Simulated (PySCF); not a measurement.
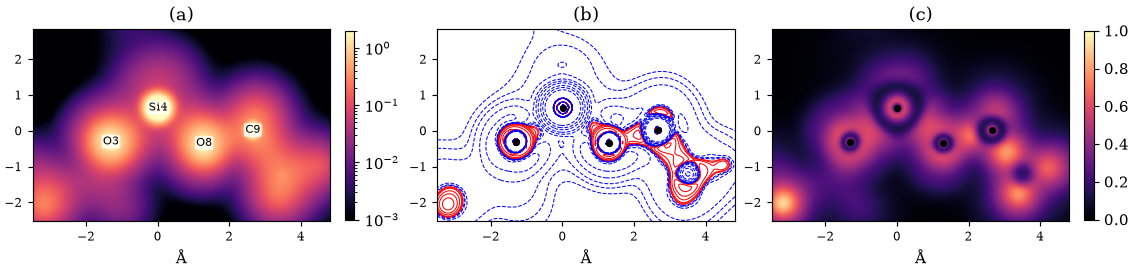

C8H20O4Si, SMILES `CCO[Si](OCC)(OCC)OCC`. Three fields in the plane of O3, Si4, O8 and C9. (b): solid red lines positive, dashed blue lines negative.

PySCF calculation, M06-2X/6-31G*, gas phase; geometry: GFN2-xTB. No frequency check shows the geometry to be a minimum.

Input script:

```python
import numpy as np
from pyscf import gto, scf, dft
from pyscf.scf import atom_ks, atom_hf
from scipy.linalg import block_diag

def solve(mol, dm0=None, hcore=None):
    mf = (dft.UKS if mol.spin else dft.RKS)(mol, xc='m062x')
    mf.grids.level = 3
    mf = mf.density_fit(auxbasis='def2-universal-jkfit')
    mf.conv_tol, mf.max_cycle = 1e-8, 80
    if hcore is not None:
        mf.get_hcore = lambda *args: hcore
    mf.kernel(dm0)
    if not mf.converged:
        mf = mf.newton().run(mf.mo_coeff, mf.mo_occ, max_cycle=30)
    assert mf.converged, 'SCF not converged'
    return mf

mol = gto.M(atom='''
C     -2.56783    -2.44341     1.78319
C     -1.75933    -1.99549     0.57496
O     -0.87135    -0.97038     0.96245
Si    -0.00398     0.00054    -0.00622
O      0.85259     0.98153     0.96175
C      1.75695     0.60698     1.97713
C      2.55068     1.82784     2.41671
O      0.87934    -0.96571    -0.96479
C      1.81400    -0.57650    -1.94673
C      2.61720    -1.79179    -2.38514
O     -0.87886     0.95930    -0.98045
C     -1.80152     1.95203    -0.58863
C     -2.58889     2.41543    -1.80466
H     -3.24806    -3.24162     1.49844
H     -3.14191    -1.60896     2.17729
H     -1.90162    -2.80204     2.56296
H     -2.42402    -1.62697    -0.21458
H     -1.17888    -2.83011     0.16801
H      1.19155     0.19109     2.81755
H      2.42961    -0.17232     1.60135
H      3.10287     2.23553     1.57398
H      3.24946     1.55282     3.20219
H      1.87622     2.59365     2.78972
H      2.47774     0.19286    -1.53635
H      1.27544    -0.14272    -2.79579
H      3.34350    -1.50342    -3.14031
H      1.95287    -2.54624    -2.79729
H      3.13913    -2.22004    -1.53332
H     -1.25312     2.78814    -0.14229
H     -2.47694     1.54381     0.17177
H     -3.12695     1.57809    -2.24109
H     -3.30008     3.18419    -1.51459
H     -1.91233     2.81821    -2.55323
''', basis='6-31g*', charge=0, spin=0, verbose=4)
mf = solve(mol)
mf.analyze()
# spherically averaged free atoms, for the promolecule
atm = atom_ks.get_atm_nrks(mol, xc='m062x')
pro = block_diag(*[(atm[a[0]][2] * atm[a[0]][3]) @ atm[a[0]][2].T for a in mol._atom])
np.savez('result.npz', e=mf.e_tot, c=mf.mo_coeff, occ=mf.mo_occ, eps=mf.mo_energy, pro=pro, dip=mf.dip_moment(verbose=0), s2=mf.spin_square()[0])
```

Run with:

```sh
OMP_NUM_THREADS=1 python input.py
```

The run took 58 s on 1 thread of AMD EPYC 9R45 96-Core Processor (Zen 5) (shared host), peak memory 1.1 GiB.

Partitions, critical points and surface values were worked out afterwards from this run's density.

> The panels show, in some order, the negative Laplacian of the density (−∇²ρ), localised orbital locator (LOL) and electron density. Which is which?

(a) is the electron density: it is positive everywhere and peaks at the nuclei. (b) is the negative Laplacian of the density (−∇²ρ): shells alternate in sign around each nucleus and valence concentrations outline the bonding and non-bonding pairs. (c) is the localised orbital locator (LOL): it runs from 0 to 1, peaks where electrons are localised, as in bonds, and fades smoothly outside.
